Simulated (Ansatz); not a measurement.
Tm₂MgC₂

```yaml
crystal:
  lattice:
    - [4.16109, 0.00000, 0.00000]
    - [-2.08054, 3.60361, 0.00000]
    - [0.00000, 0.00000, 5.21706]
  atoms:
    - { symbol: Tm, position: [0.33333, 0.66667, 0.71717] }
    - { symbol: Tm, position: [0.66667, 0.33333, 0.28283] }
    - { symbol: Mg, position: [0.00000, 0.00000, 0.00000] }
    - { symbol: C, position: [0.33333, 0.66667, 0.22482] }
    - { symbol: C, position: [0.66667, 0.33333, 0.77518] }
```

Space group P-3m1; a generated structure, not necessarily the stable one; computed without spin polarisation; no Hubbard U on the f states and no spin–orbit coupling.

All numbers below come from Ansatz, DFT PBE, scalar-relativistic, plane waves, PAW; 4f electrons in the core of a trivalent norm-conserving potential.

What will maps of the valence pseudo-density and electron localisation function show?

Answer. Tm–C (2.42 Å): the density is about 0.36 e/Å³ at the midpoint; the ELF peaks at about 0.75 in the valence shell of C, 0.7 Å from its nucleus, and is about 0.20 at the midpoint: no localised pair shows between them.
Mg–C (2.67 Å): ρ is about 0.22 e/Å³ halfway; the ELF peaks at about 0.85 in the valence shell of C, 0.8 Å from its nucleus, and is about 0.70 at the midpoint.
Tm–C (2.57 Å): ρ is about 0.3 e/Å³ halfway; the ELF peaks at about 0.85 in the valence shell of C, 0.8 Å from its nucleus, and is about 0.20 at the midpoint: no shared electron pair shows on this line.
Tm–C (2.65 Å): ρ is about 0.25 e/Å³ halfway; the ELF peaks at about 0.80 in the valence shell of C, 0.7 Å from its nucleus, and is about 0.20 at the midpoint (no shared electron pair shows on this line).

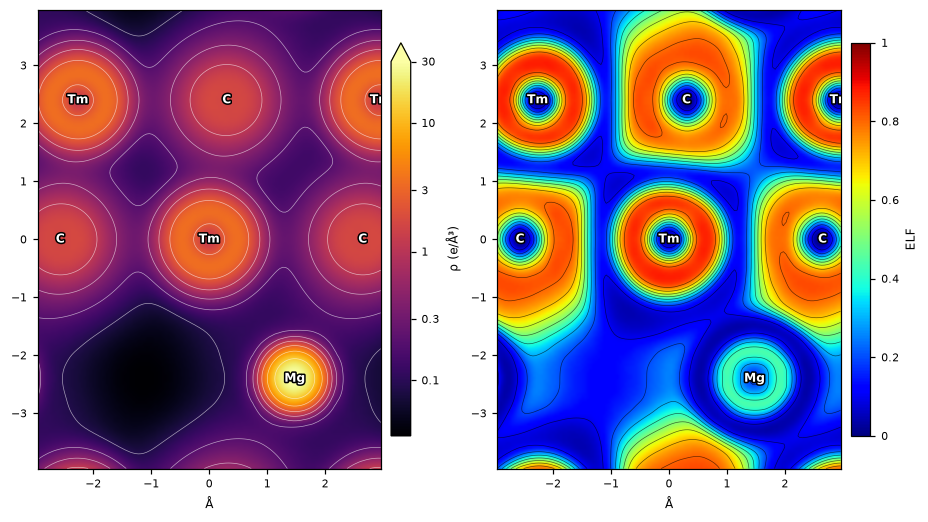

Computed valence pseudo-density and electron localisation function on the (110) plane of the conventional cell, in this order. 

In a pseudopotential calculation such maps are meaningful between the atoms, not at the nuclei.
